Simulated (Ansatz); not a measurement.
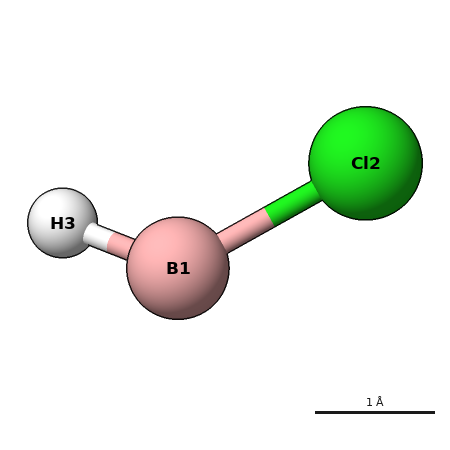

Source: calculation with Ansatz.

Numbered structure. The species is neutral and a spin doublet. Geometry: moved along internal coordinates away from the minimum.

**What is the geometry at B1?**

B1 has 2 neighbours (Cl2 at 1.82, H3 at 1.19 Å); the arrangement is bent.
